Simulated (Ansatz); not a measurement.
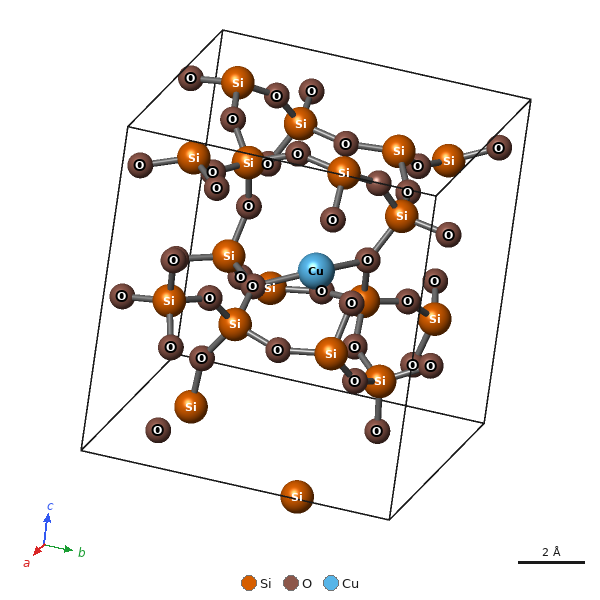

Figure: ball-and-stick view from a general direction. The frame is the supercell; atoms at its boundary are shown with their periodic copies. The host is SiO2, in a cell of 48 sites, and the cell carries a charge of +1.

Spot the defect.

Answer. An interstitial copper atom. It is bonded to two O in a bent arrangement at about 2.0 Å.

Calculation details: DFT PBE, scalar-relativistic, plane waves, PAW in Ansatz; a cutoff energy of 420 eV, a 2×2×2 sampling of the Brillouin zone, Gaussian smearing of 0.01 eV, collinear spins.

Does the defect leave unpaired spin?

Answer. No net moment.

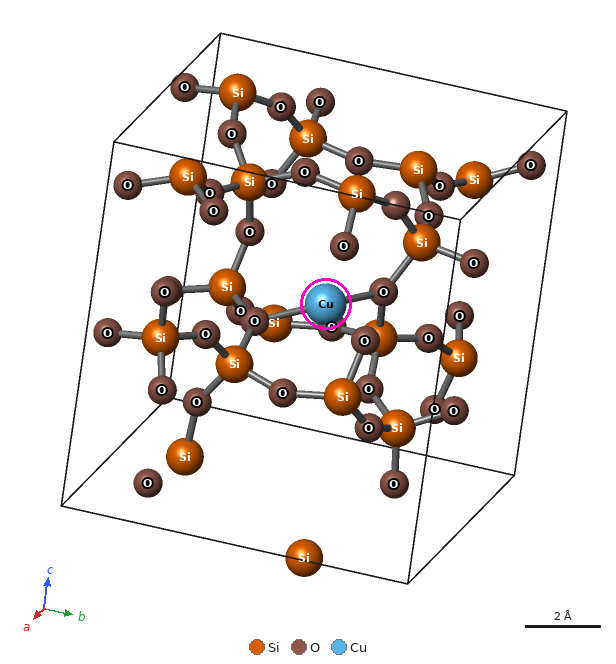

The same cell with a ring at the defect's site.

The atoms were relaxed in the host's cell with DFT PBE, scalar-relativistic, plane waves, PAW (Ansatz).
